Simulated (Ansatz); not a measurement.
# BrH₆NSi: search for a transition state

Aim: find the saddle point of a four-centre ligand exchange that is to form Si1–H7, Br2–H6 and break Si1–Br2, H6–H7, prove it by its vibrations, and relax downhill on both sides to see what it joins.

Computed with Ansatz 0.2.0, Gaussian basis. Level: PBE0-D4, def2-SVP first, then def2-TZVP.

152 further runs of the same task are left out: 152 set aside as unsound or not needed.

**1. Starting geometry**

The guess: 9 atoms, charge 0, spin multiplicity 1.

Atoms are counted from 1 here; the program's logs count them from 0.

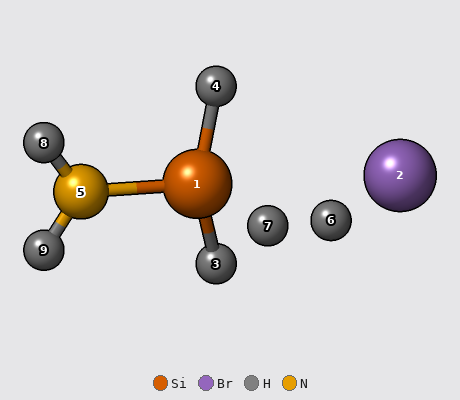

The starting geometry (silicon orange, bromine purple, hydrogen grey, nitrogen amber); atoms are numbered from 1 in the order of the file.

Coordinates:

```xyz
9
charge 0, multiplicity 1
Si   -0.2439   -0.2171   -0.2086
Br    0.4973    1.2003   -2.6853
H     0.6273   -1.1640   -0.8606
H    -1.3728    0.6563   -0.4174
N    -0.5937   -0.9654    1.2871
H     1.2769    1.5962   -0.7978
H     1.1121    1.2105    0.0422
H    -1.2587   -0.6081    1.9536
H    -0.0444   -1.7087    1.6867
```

Distances that are to change: Si1–H7 1.98 Å, Br2–H6 2.08 Å, Si1–Br2 2.95 Å, H6–H7 0.94 Å.

**2. Relaxing the guess with the reacting distances held**

Contents of hold/in.yaml:

```yaml
crystal:
  periodic: [false, false, false]
  atoms:
    - {symbol: Si, position_ang: [-0.243900, -0.217100, -0.208600]}
    - {symbol: Br, position_ang: [0.497300, 1.200300, -2.685300]}
    - {symbol: H, position_ang: [0.627300, -1.164000, -0.860600]}
    - {symbol: H, position_ang: [-1.372800, 0.656300, -0.417400]}
    - {symbol: N, position_ang: [-0.593700, -0.965400, 1.287100]}
    - {symbol: H, position_ang: [1.276900, 1.596200, -0.797800]}
    - {symbol: H, position_ang: [1.112100, 1.210500, 0.042200]}
    - {symbol: H, position_ang: [-1.258700, -0.608100, 1.953600]}
    - {symbol: H, position_ang: [-0.044400, -1.708700, 1.686700]}
basis:
  gaussian: {orbitals: def2-SVP}
hamiltonian: {xc: pbe0, dispersion: d4}
relax: {f_tol: 0.04, max_steps: 150, escape_saddle: false, constraints: [{distance: [0, 6]}, {distance: [1, 5]}, {distance: [0, 1]}, {distance: [5, 6]}]}
```

The run is started by

```
> ansatz run in.yaml --threads 4 --pin off --events-out ev --progress --plain --max-ram 9574MiB
```

Output, cut to the lines that bear on the results:

```text
Functional definition: PBE0
  name "PBE0"
  cite "Adamo & Barone, J. Chem. Phys. 110, 6158 (1999) doi:10.1063/1.478522"
  cite "Perdew, Burke & Ernzerhof, Phys. Rev. Lett. 77, 3865 (1996) doi:10.1103/PhysRevLett.77.3865"
  parent pbe
[...]
989 factors; integrals over basis functions are off by at most 3.8e-4 eV
[...]
mean field -79484.85933353 eV, -2921.0147037345 hartree, gradient 2.1e-5 eV, S^2 0.000000; 0 other end points of the search recorded, 0 dependent functions left out
[...]
reference -79484.85935883 eV, -2921.0147046642 hartree; 31, 31 occupied and 63, 63 virtual orbitals, 989 factors
relax step   1: F+E_penalty+E_count = -79485.01917010 eV  Δ(F+E_penalty+E_count) = +0.000e0 eV  max|allowed force component| = 6.905e-1 eV/Å  Δτ_max = 0.0000 Å  (24 SCF iters, accepted)
[...]
relax step   6: F+E_penalty+E_count = -79485.40709029 eV  Δ(F+E_penalty+E_count) = -3.039e-3 eV  max|allowed force component| = 1.008e-1 eV/Å  Δτ_max = 0.0152 Å  (24 SCF iters, accepted)
[...]
relax step   7: F+E_penalty+E_count = -79485.40785107 eV  Δ(F+E_penalty+E_count) = -7.608e-4 eV  max|allowed force component| = 3.203e-2 eV/Å  Δτ_max = 0.0088 Å  (23 SCF iters, accepted)
  distance Si 0 - H 6 held at 1.984862 Å   reaction = +6.1482e-1 eV/Å
  distance Br 1 - H 5 held at 2.080185 Å   reaction = +4.7972e-1 eV/Å
  distance Si 0 - Br 1 held at 2.948295 Å   reaction = +3.3803e-1 eV/Å
  distance H 5 - H 6 held at 0.938895 Å   reaction = +9.8926e-1 eV/Å
989 factors; integrals over basis functions are off by at most 7.7e-4 eV
[...]
mean field -79485.25394900 eV, -2921.0292055854 hartree, gradient 8.8e-6 eV, S^2 0.000000; 1 other end points of the search recorded, 0 dependent functions left out
[...]
reference -79485.25397392 eV, -2921.0292065014 hartree; 31, 31 occupied and 63, 63 virtual orbitals, 989 factors
Total energy: -79485.40787600 eV, -2921.0348622984 hartree
Atom 0 at    -0.271221    -0.222870    -0.301142 Å, force     0.524282     0.576860    -0.074558 eV/Å
Atom 1 at     0.625958     1.327704    -2.642773 Å, force    -0.016041    -0.193685     0.742602 eV/Å
Atom 2 at     0.497730    -1.226722    -1.053547 Å, force     0.000085    -0.002068     0.002832 eV/Å
Atom 3 at    -1.473813     0.564038    -0.616140 Å, force    -0.001699     0.005046     0.000278 eV/Å
Atom 4 at    -0.499761    -0.856522     1.263601 Å, force     0.002354     0.013208    -0.032029 eV/Å
Atom 5 at     1.020419     1.265665    -0.601273 Å, force    -0.036995    -0.158394     0.504009 eV/Å
Atom 6 at     1.071667     1.099548     0.321388 Å, force    -0.472512    -0.237378    -1.163117 eV/Å
Atom 7 at    -1.101783    -0.416521     1.951432 Å, force     0.008471    -0.008369     0.008509 eV/Å
Atom 8 at     0.130903    -1.534321     1.678354 Å, force    -0.007945     0.004780     0.011474 eV/Å
Dipole moment:    -0.305312    -0.666729     1.370861 e Å
```

Run time: 8 s. Hardware: 4 threads of Arm Neoverse V2, shared host.

Step by step:

| step | energy from step 1 (eV) | largest force component (eV/Å) |
| --- | --- | --- |
| 1 | 0.0000 | 0.6905 |
| 2 | -0.2803 | 0.4096 |
| 3 | -0.3544 | 0.1100 |
| 4 | -0.3706 | 0.1244 |
| 5 | -0.3849 | 0.2459 |
| 6 | -0.3879 | 0.1008 |
| 7 | -0.3887 | 0.0320 |

Distances of close pairs at the start and the end, largest changes first:

| bond | before (Å) | after (Å) | change (Å) |
| --- | --- | --- | --- |
| Si1–H3 | 1.442 | 1.471 | +0.029 |
| Si1–H4 | 1.443 | 1.471 | +0.029 |
| N5–H9 | 1.007 | 1.014 | +0.008 |
| N5–H8 | 1.007 | 1.014 | +0.007 |
| Si1–N5 | 1.709 | 1.704 | -0.005 |

**3. Force constants to start from**

Contents of hessian/in.yaml:

```yaml
crystal:
  periodic: [false, false, false]
  atoms:
    - {symbol: Si, position_ang: [-0.271221, -0.222870, -0.301142]}
    - {symbol: Br, position_ang: [0.625958, 1.327704, -2.642773]}
    - {symbol: H, position_ang: [0.497730, -1.226722, -1.053547]}
    - {symbol: H, position_ang: [-1.473813, 0.564038, -0.616140]}
    - {symbol: N, position_ang: [-0.499761, -0.856522, 1.263601]}
    - {symbol: H, position_ang: [1.020419, 1.265665, -0.601273]}
    - {symbol: H, position_ang: [1.071667, 1.099548, 0.321388]}
    - {symbol: H, position_ang: [-1.101783, -0.416521, 1.951432]}
    - {symbol: H, position_ang: [0.130903, -1.534321, 1.678354]}
basis:
  gaussian: {orbitals: def2-SVP}
hamiltonian: {xc: pbe0, dispersion: d4}
phonons: {}
scf: {lower_state_search: off}
```

The run is started by

```
> ansatz run in.yaml --threads 4 --pin off --events-out ev --progress --plain --max-ram 9574MiB
```

Output, cut to the lines that bear on the results:

```text
Functional definition: PBE0
  name "PBE0"
  cite "Adamo & Barone, J. Chem. Phys. 110, 6158 (1999) doi:10.1063/1.478522"
  cite "Perdew, Burke & Ernzerhof, Phys. Rev. Lett. 77, 3865 (1996) doi:10.1103/PhysRevLett.77.3865"
  parent pbe
[...]
990 factors; integrals over basis functions are off by at most 4.1e-4 eV
[...]
mean field -79485.25394784 eV, -2921.0292055431 hartree, gradient 1.3e-6 eV, S^2 0.000000; 0 other end points of the search recorded, 0 dependent functions left out
[...]
reference -79485.25397279 eV, -2921.0292064599 hartree; 31, 31 occupied and 63, 63 virtual orbitals, 990 factors
[... from here to the last solve, the lines of the solves are left out (53 solves) ...]
990 factors; integrals over basis functions are off by at most 4.1e-4 eV
mean field -79485.25387751 eV, -2921.0292029582 hartree, gradient 2.9e-6 eV, S^2 0.000000; 0 other end points of the search recorded, 0 dependent functions left out
[...]
reference -79485.25390245 eV, -2921.0292038748 hartree; 31, 31 occupied and 63, 63 virtual orbitals, 990 factors
[...]
WARN: phonons: 4 modes above zero are rigid motions of the cell's bodies and no vibrations: the zero-point energy, free energy, entropy and heat capacity leave them out. With what each would have added to F at 1000 K, by the weight of its row in the mesh: 0.01 cm⁻¹ (-0.997 eV; rigid [...]
WARN: phonons: modes at or below zero, which the zero-point energy, F, S and C_V leave out: 1, the lowest at -805.85 cm⁻¹. A minimum has none, and a first-order saddle one
[...]
Atom 0 at    -0.271221    -0.222870    -0.301142 Å, force     0.524296     0.576860    -0.074593 eV/Å
Atom 1 at     0.625958     1.327704    -2.642773 Å, force    -0.016047    -0.193682     0.742595 eV/Å
Atom 2 at     0.497730    -1.226722    -1.053547 Å, force     0.000082    -0.002067     0.002836 eV/Å
Atom 3 at    -1.473813     0.564038    -0.616140 Å, force    -0.001703     0.005046     0.000278 eV/Å
Atom 4 at    -0.499761    -0.856522     1.263601 Å, force     0.002340     0.013213    -0.032020 eV/Å
Atom 5 at     1.020419     1.265665    -0.601273 Å, force    -0.036994    -0.158398     0.504024 eV/Å
Atom 6 at     1.071667     1.099548     0.321388 Å, force    -0.472508    -0.237377    -1.163116 eV/Å
Atom 7 at    -1.101783    -0.416521     1.951432 Å, force     0.008468    -0.008366     0.008514 eV/Å
Atom 8 at     0.130903    -1.534321     1.678354 Å, force    -0.007935     0.004771     0.011481 eV/Å
Dipole moment:    -0.305312    -0.666729     1.370861 e Å
Vibrations: -805.85 151.22 166.96 239.20 424.59 487.02 566.95 690.87 721.82 727.96 832.59 896.14 913.83 1152.19 1370.30 1539.90 2168.29 2325.60 2382.63 3604.87 3712.31 cm⁻¹, zero-point energy 1.554467 eV
Checks for a lower state left out: stability, starts, cluster_reference, orbital_swaps, neighbouring_geometries, increment
```

It took 35 s on 4 threads of Arm Neoverse V2, shared host.

The structure is not stationary yet, so these wavenumbers are no spectrum; the search needs only the force constants.

**4. Saddle search in the small basis**

The search itself is an outer loop (partitioned rational-function steps, Bofill update of the Hessian). Each step is one single-point run with forces. It stops when the largest force is under 0.04 eV/Å and the followed curvature is negative. The first step's input:

Contents of presaddle/in.yaml:

```yaml
crystal:
  periodic: [false, false, false]
  atoms:
    - {symbol: Si, position_ang: [-0.271221, -0.222870, -0.301142]}
    - {symbol: Br, position_ang: [0.625958, 1.327704, -2.642773]}
    - {symbol: H, position_ang: [0.497730, -1.226722, -1.053547]}
    - {symbol: H, position_ang: [-1.473813, 0.564038, -0.616140]}
    - {symbol: N, position_ang: [-0.499761, -0.856522, 1.263601]}
    - {symbol: H, position_ang: [1.020419, 1.265665, -0.601273]}
    - {symbol: H, position_ang: [1.071667, 1.099548, 0.321388]}
    - {symbol: H, position_ang: [-1.101783, -0.416521, 1.951432]}
    - {symbol: H, position_ang: [0.130903, -1.534321, 1.678354]}
basis:
  gaussian: {orbitals: def2-SVP}
hamiltonian: {xc: pbe0, dispersion: d4}
output: {forces: true}
scf: {lower_state_search: off}
```

The run is started by

```
> ansatz run in.yaml --threads 4 --pin off --events-out ev --progress --plain --max-ram 9574MiB
```

Step by step:

| step | energy (eV) | largest force (eV/Å) | followed curvature (eV/Å²) |
| --- | --- | --- | --- |
| 1 | -79485.40787 | 1.1631 | -4.75 |
| 2 | -79485.58516 | 0.2900 | -4.80 |
| 3 | -79485.59325 | 0.1674 | -4.71 |
| 4 | -79485.59018 | 0.1368 | -4.81 |
| 5 | -79485.59705 | 0.0226 | -4.80 |

The 5 steps took 3.5 s in all (4 threads of Arm Neoverse V2, shared host).

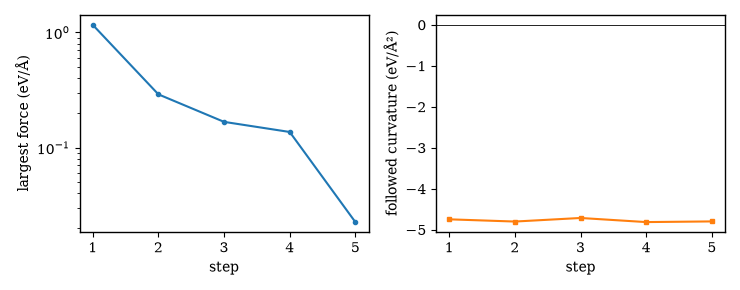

Largest force and followed curvature during the search.

**5. Saddle search in triple zeta**

A small driver takes partitioned rational-function steps: uphill along one mode, downhill along the rest. It calls the program once a step for energy and forces and updates the Hessian by Bofill's formula. It stops when the largest force is under 0.01 eV/Å and the followed curvature is negative. The first step's input:

Contents of saddle/in.yaml:

```yaml
crystal:
  periodic: [false, false, false]
  atoms:
    - {symbol: Si, position_ang: [-0.231421, -0.166282, -0.361869]}
    - {symbol: Br, position_ang: [0.623845, 1.287407, -2.473802]}
    - {symbol: H, position_ang: [0.484364, -1.253482, -1.055382]}
    - {symbol: H, position_ang: [-1.496031, 0.548584, -0.616904]}
    - {symbol: N, position_ang: [-0.464541, -0.806379, 1.216244]}
    - {symbol: H, position_ang: [0.996429, 1.227580, -0.545836]}
    - {symbol: H, position_ang: [0.968737, 0.993451, 0.292139]}
    - {symbol: H, position_ang: [-1.054091, -0.357265, 1.908416]}
    - {symbol: H, position_ang: [0.172808, -1.473614, 1.636895]}
basis:
  gaussian: {orbitals: def2-TZVP}
hamiltonian: {xc: pbe0, dispersion: d4}
output: {forces: true}
scf: {lower_state_search: off}
```

The run is started by

```
> ansatz run in.yaml --threads 4 --pin off --events-out ev --progress --plain --max-ram 9574MiB
```

Step by step:

| step | energy (eV) | largest force (eV/Å) | followed curvature (eV/Å²) |
| --- | --- | --- | --- |
| 1 | -79498.94278 | 0.2610 | -4.80 |
| 2 | -79498.95146 | 0.1144 | -4.89 |
| 3 | -79498.95294 | 0.0249 | -5.01 |
| 4 | -79498.95281 | 0.0254 | -5.10 |
| 5 | -79498.95299 | 0.0022 | -5.10 |

The 5 steps took 5.9 s in all (4 threads of Arm Neoverse V2, shared host).

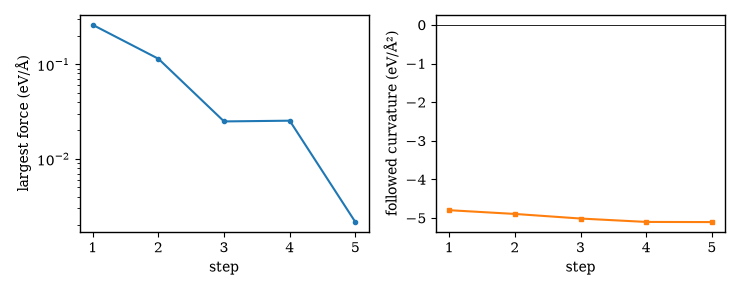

Largest force and followed curvature during the search.

The point found:

```
Si   -0.2221   -0.1596   -0.3473
Br    0.6187    1.2824   -2.4772
H     0.4856   -1.2342   -1.0497
H    -1.4760    0.5509   -0.6154
N    -0.4561   -0.7973    1.2171
H     0.9820    1.2117   -0.5447
H     0.9576    0.9828    0.2857
H    -1.0551   -0.3631    1.9008
H     0.1655   -1.4737    1.6306
```

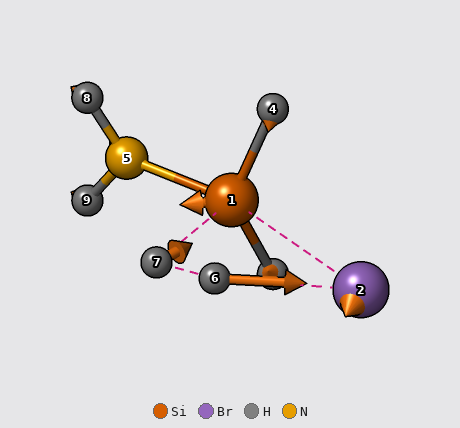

The point found; broken lines mark the pairs that react, arrows the followed mode.

**6. Vibrations at the point found**

Contents of vib/in.yaml:

```yaml
crystal:
  periodic: [false, false, false]
  atoms:
    - {symbol: Si, position_ang: [-0.222132, -0.159607, -0.347345]}
    - {symbol: Br, position_ang: [0.618683, 1.282425, -2.477219]}
    - {symbol: H, position_ang: [0.485605, -1.234154, -1.049668]}
    - {symbol: H, position_ang: [-1.475960, 0.550929, -0.615407]}
    - {symbol: N, position_ang: [-0.456085, -0.797313, 1.217120]}
    - {symbol: H, position_ang: [0.982043, 1.211666, -0.544659]}
    - {symbol: H, position_ang: [0.957561, 0.982843, 0.285661]}
    - {symbol: H, position_ang: [-1.055069, -0.363057, 1.900826]}
    - {symbol: H, position_ang: [0.165454, -1.473732, 1.630591]}
basis:
  gaussian: {orbitals: def2-TZVP}
hamiltonian: {xc: pbe0, dispersion: d4}
phonons: {temperatures: {t_min: 298.15, t_max: 900, t_step: 200}}
```

The run is started by

```
> ansatz run in.yaml --threads 4 --pin off --events-out ev --progress --plain --max-ram 9574MiB
```

Output, cut to the lines that bear on the results:

```text
Functional definition: PBE0
  name "PBE0"
  cite "Adamo & Barone, J. Chem. Phys. 110, 6158 (1999) doi:10.1063/1.478522"
  cite "Perdew, Burke & Ernzerhof, Phys. Rev. Lett. 77, 3865 (1996) doi:10.1103/PhysRevLett.77.3865"
  parent pbe
[...]
1100 factors; their error is unknown
[...]
mean field -79498.81472202 eV, -2921.5275548022 hartree, gradient 4.5e-5 eV, S^2 0.000000; 0 other end points of the search recorded, 0 dependent functions left out
[...]
reference -79498.81475176 eV, -2921.5275558953 hartree; 31, 31 occupied and 121, 121 virtual orbitals, 1100 factors
[... from here to the last solve, the lines of the solves are left out (53 solves) ...]
1100 factors; their error is unknown
mean field -79498.81467837 eV, -2921.5275531982 hartree, gradient 1.2e-6 eV, S^2 0.000000; 0 other end points of the search recorded, 0 dependent functions left out
[...]
WARN: phonons: modes at or below zero, which the zero-point energy, F, S and C_V leave out: 1, the lowest at -517.21 cm⁻¹. A minimum has none, and a first-order saddle one
[...]
Atom 0 at    -0.222132    -0.159607    -0.347345 Å, force    -0.000392    -0.000641     0.000969 eV/Å
Atom 1 at     0.618683     1.282425    -2.477219 Å, force    -0.000472    -0.000386    -0.000485 eV/Å
Atom 2 at     0.485605    -1.234154    -1.049668 Å, force     0.000442     0.000143    -0.000238 eV/Å
Atom 3 at    -1.475960     0.550929    -0.615407 Å, force     0.000060     0.000461    -0.000160 eV/Å
Atom 4 at    -0.456085    -0.797313     1.217120 Å, force     0.000453     0.001102    -0.002153 eV/Å
Atom 5 at     0.982043     1.211666    -0.544659 Å, force    -0.000008     0.000114    -0.000302 eV/Å
Atom 6 at     0.957561     0.982843     0.285661 Å, force     0.000013    -0.000390     0.001382 eV/Å
Atom 7 at    -1.055069    -0.363057     1.900826 Å, force    -0.000356     0.000107     0.000542 eV/Å
Atom 8 at     0.165454    -1.473732     1.630591 Å, force     0.000261    -0.000511     0.000445 eV/Å
Dipole moment:    -0.150850    -0.434061     1.102953 e Å
Vibrations: -517.21 155.50 191.81 313.27 394.53 444.12 551.03 738.29 765.82 857.72 892.96 907.69 960.34 964.66 1443.24 1583.35 2299.15 2351.75 2776.10 3599.79 3699.72 cm⁻¹, zero-point energy 1.605028 eV
```

It took 63 s on 4 threads of Arm Neoverse V2, shared host.

Wavenumbers and character of the modes:

| mode | wavenumber (cm⁻¹) | character |
| --- | --- | --- |
| 1 | 517i | changes Si1–H7, Br2–H6, H6–H7 |
| 2 | 156 | bend |
| 3 | 192 | not assigned (largely outside the bonds, angles and torsions drawn) |
| 4 | 313 | not assigned (largely outside the bonds, angles and torsions drawn) |
| 5 | 395 | torsion |
| 6 | 444 | torsion with out-of-plane bend |
| 7 | 551 | not assigned (largely outside the bonds, angles and torsions drawn) |
| 8 | 738 | torsion |
| 9 | 766 | bend |
| 10 | 858 | Si–N stretch |
| 11 | 893 | not assigned (largely outside the bonds, angles and torsions drawn) |
| 12 | 908 | not assigned (largely outside the bonds, angles and torsions drawn) |
| 13 | 960 | bend |
| 14 | 965 | not assigned (largely outside the bonds, angles and torsions drawn) |
| 15 | 1443 | not assigned (largely outside the bonds, angles and torsions drawn) |
| 16 | 1583 | bend |
| 17 | 2299 | Si–H stretch |
| 18 | 2352 | Si–H stretch |
| 19 | 2776 | not assigned (largely outside the bonds, angles and torsions drawn) |
| 20 | 3600 | N–H stretch |
| 21 | 3700 | N–H stretch |

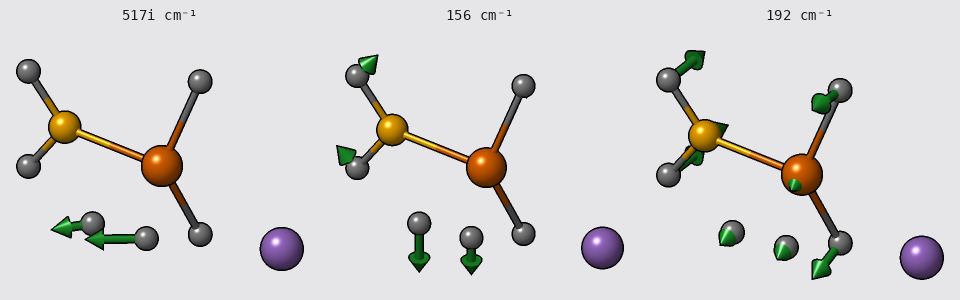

How the atoms move in 3 of the modes.

Vibrational sums (real modes only):

| T (K) | entropy (J/mol/K) | heat capacity (J/mol/K) |
| --- | --- | --- |
| 298 | 40.5 | 56.1 |
| 498 | 77.0 | 86.1 |
| 698 | 109.3 | 104.8 |
| 898 | 137.4 | 118.0 |

**7. Relaxing after a step of 0.30 Å one way along the mode**

Contents of downa/in.yaml:

```yaml
crystal:
  periodic: [false, false, false]
  atoms:
    - {symbol: Si, position_ang: [-0.159631, -0.128576, -0.191088]}
    - {symbol: Br, position_ang: [0.729586, 1.399641, -2.462840]}
    - {symbol: H, position_ang: [0.487460, -1.153298, -1.039252]}
    - {symbol: H, position_ang: [-1.395810, 0.560290, -0.622054]}
    - {symbol: N, position_ang: [-0.506861, -0.871920, 1.293642]}
    - {symbol: H, position_ang: [0.918950, 1.213557, -0.837943]}
    - {symbol: H, position_ang: [0.857419, 0.894965, 0.197235]}
    - {symbol: H, position_ang: [-1.079599, -0.398754, 1.967182]}
    - {symbol: H, position_ang: [0.148586, -1.515905, 1.695018]}
basis:
  gaussian: {orbitals: def2-TZVP}
hamiltonian: {xc: pbe0, dispersion: d4}
relax: {f_tol: 0.005, max_steps: 200}
```

The run is started by

```
> ansatz run in.yaml --threads 4 --pin off --events-out ev --progress --plain --max-ram 9574MiB
```

Output, cut to the lines that bear on the results:

```text
Functional definition: PBE0
  name "PBE0"
  cite "Adamo & Barone, J. Chem. Phys. 110, 6158 (1999) doi:10.1063/1.478522"
  cite "Perdew, Burke & Ernzerhof, Phys. Rev. Lett. 77, 3865 (1996) doi:10.1103/PhysRevLett.77.3865"
  parent pbe
[...]
1100 factors; their error is unknown
[...]
mean field -79499.07524260 eV, -2921.5371287569 hartree, gradient 5.4e-5 eV, S^2 0.000000; 0 other end points of the search recorded, 0 dependent functions left out
[...]
reference -79499.07527223 eV, -2921.5371298459 hartree; 31, 31 occupied and 121, 121 virtual orbitals, 1100 factors
relax step   1: F+E_penalty+E_count = -79499.21123779 eV  Δ(F+E_penalty+E_count) = +0.000e0 eV  max|allowed force component| = 1.241e0 eV/Å  Δτ_max = 0.0000 Å  (26 SCF iters, accepted)
[...]
Total energy: -79499.99474445 eV, -2921.5709198267 hartree
Atom 0 at    -0.325046    -0.359784     0.010716 Å, force    -0.002059    -0.002242    -0.000030 eV/Å
Atom 1 at     1.432425     2.266940    -2.848773 Å, force     0.000188     0.000455    -0.001024 eV/Å
Atom 2 at     0.177630    -1.437127    -0.876333 Å, force     0.001065    -0.000106     0.000141 eV/Å
Atom 3 at    -1.611687     0.191394    -0.480166 Å, force    -0.000142     0.000984     0.000404 eV/Å
Atom 4 at    -0.566491    -1.006495     1.578665 Å, force     0.001953     0.003361    -0.004993 eV/Å
Atom 5 at     1.148341     1.648643    -1.590388 Å, force    -0.000306    -0.000694     0.001469 eV/Å
Atom 6 at     0.675730     0.759699    -0.071051 Å, force     0.000229     0.000328    -0.000352 eV/Å
Atom 7 at    -1.071432    -0.480071     2.272789 Å, force    -0.000559    -0.000957     0.002217 eV/Å
Atom 8 at     0.140630    -1.583200     2.004443 Å, force    -0.000368    -0.001129     0.002169 eV/Å
Dipole moment:    -0.057399    -0.198477     0.556601 e Å
```

It took 37 s on 4 threads of Arm Neoverse V2, shared host.

Along the way: (the energy doesn't fall at every step)

| step | energy from step 1 (eV) | largest force component (eV/Å) |
| --- | --- | --- |
| 1 | 0.0000 | 1.2411 |
| 2 | -0.2987 | 1.3862 |
| 3 | -0.4285 | 2.2994 |
| 4 | -0.6839 | 0.3866 |
| 5 | -0.7353 | 0.7714 |
| 6 | -0.7745 | 0.3348 |
| 7 | -0.7740 | 0.2399 |
| 8 | -0.7787 | 0.0589 |
| 9 | -0.7801 | 0.0233 |
| 10 | -0.7806 | 0.0166 |
| 11 | -0.7785 | 0.4117 |
| 12 | -0.7816 | 0.0056 |
| 13 | -0.7821 | 0.1422 |
| 14 | -0.7826 | 0.0498 |
| 15 | -0.7819 | 0.0985 |
| 16 | -0.7828 | 0.0096 |
| 17 | -0.7830 | 0.0175 |
| 18 | -0.7828 | 0.1418 |
| 19 | -0.7833 | 0.0359 |
| 20 | -0.7834 | 0.0389 |
| 21 | -0.7834 | 0.0172 |
| 22 | -0.7835 | 0.0070 |
| 23 | -0.7835 | 0.0064 |
| 24 | -0.7835 | 0.0050 |

Close pairs (by a distance rule), those that changed most:

| bond | before (Å) | after (Å) | change (Å) |
| --- | --- | --- | --- |
| Br2–H6 | 1.646 | 1.431 | -0.216 |
| Si1–N5 | 1.696 | 1.713 | +0.017 |
| Si1–H7 | 1.494 | 1.504 | +0.010 |
| N5–H9 | 1.003 | 1.007 | +0.004 |
| N5–H8 | 1.003 | 1.007 | +0.004 |
| Si1–H3 | 1.479 | 1.483 | +0.004 |
| Si1–H4 | 1.479 | 1.483 | +0.004 |

(Part 1 of 2 ends here.)
